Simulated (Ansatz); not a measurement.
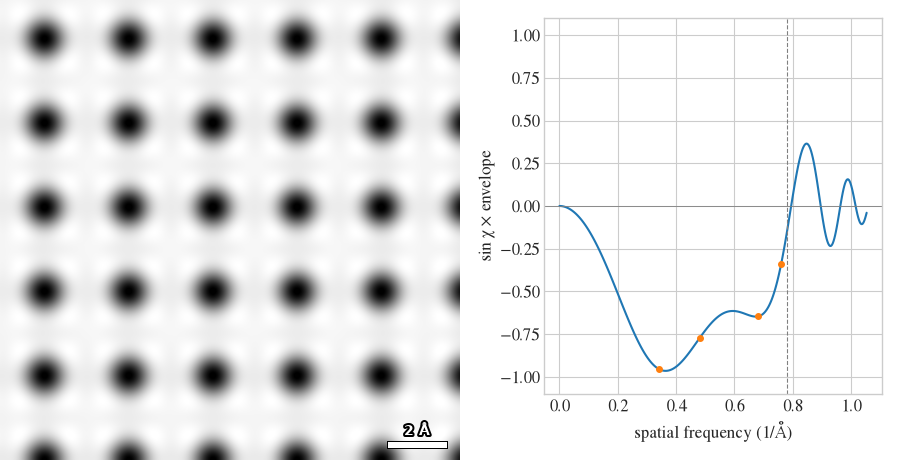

HRTEM-like image of TaSb (P4/mmm, No. 123) along [001]. Simulated in the weak-phase-object approximation with neutral-atom potentials: 80 kV, Cs = 20 µm, defocus −110 Å (negative is underfocus), defocus spread 15 Å, aperture 0.78 1/Å. Structure: coordinates from a relaxation with Ansatz, DFT PBE, scalar-relativistic, plane waves, PAW; the starting structure was generated, so it need not be a known form of this composition.

The plot gives the contrast transfer function, the aperture (dashed) and the crystal's spatial frequencies that carry visible contrast (dots).

**Do the atom columns appear dark or bright, and why?**

Dark. With positive Cs and underfocus sin χ is negative over the pass band, so the strongest columns (Ta + Sb) come out darker than the background.

**What point resolution do these settings give, and which lattice spacings pass?**

About 1.3 Å (0.66 |Cs|^(1/4) λ^(3/4) with λ = 0.0418 Å). The spacings that carry visible contrast are {100} at 2.94 Å, {110} at 2.08 Å, {200} at 1.47 Å, {210} at 1.32 Å.
